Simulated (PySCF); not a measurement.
**CH₄O (methanol): density, localisation and related maps**

The calculation's input:

```
{"job": {"kind": "sp", "xc": "PBE0", "basis": "def2-TZVP", "d3": "d3bj", "grid": 2}, "charge": 0, "multiplicity": 1}
C     -0.341602    -0.008036     0.007169
O      0.928954    -0.404717    -0.417888
H     -0.497537    -0.128995     1.097672
H     -1.079888    -0.647119    -0.500059
H     -0.583004     1.041702    -0.253569
H      1.579417     0.149442     0.022940
```

Launched as:

```sh
OMP_NUM_THREADS=1 python redox_run.py task.json out
```

Geometry: PBE0-D3(BJ)/def2-SVP.

The calculation used DFT single point, gas phase, functional PBE0 in PySCF.

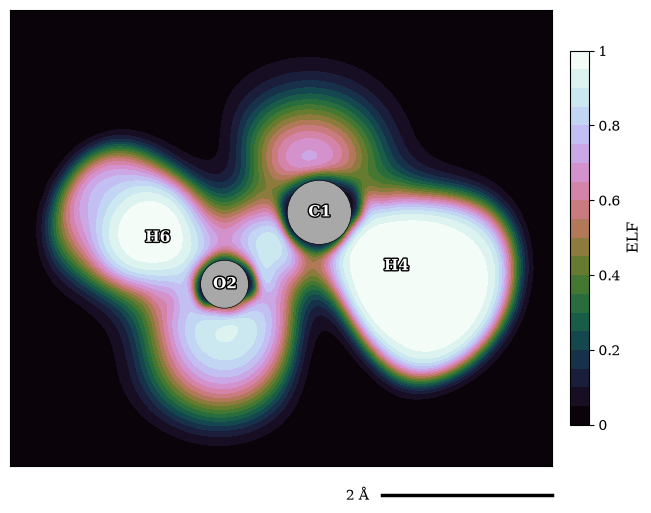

Figure 1. ELF on the plane of atoms C1, O2 and H6. Grey discs cover the atomic cores.

Read the bonding off the picture.

- The section cuts through C, O and H sites.
- C–O (1.40 Å): the ELF peaks at about 0.90 between the atoms: a polar covalent bond.
- O–H (0.96 Å): the ELF climbs to about 1 towards the hydrogen, as it does in any bond to H (an ordinary covalent bond to hydrogen).
- C–H (1.10 Å): the ELF climbs to about 1 towards the hydrogen (an ordinary covalent bond to hydrogen).
- The ELF also peaks beside O2, away from the bonds: lone-pair regions.

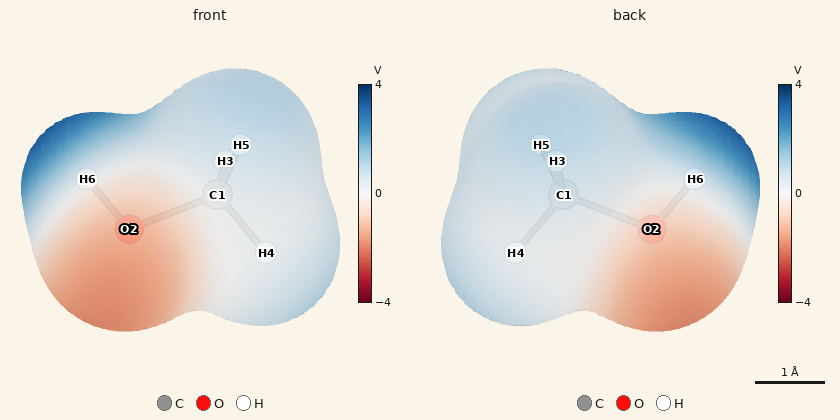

Figure 2. The electrostatic potential painted on the density surface at 0.004 e/bohr³, seen from the front and from behind; the colour scale runs from red (negative) to blue (positive).

Where is the surface potential most negative and most positive?

The most negative region (about −1.9 V) lies over O2, the most positive (about +3.2 V) over H6. O2 is the likeliest acceptor of a hydrogen bond.

How polar is the molecule by this calculation?

Its dipole moment is 1.65 D.
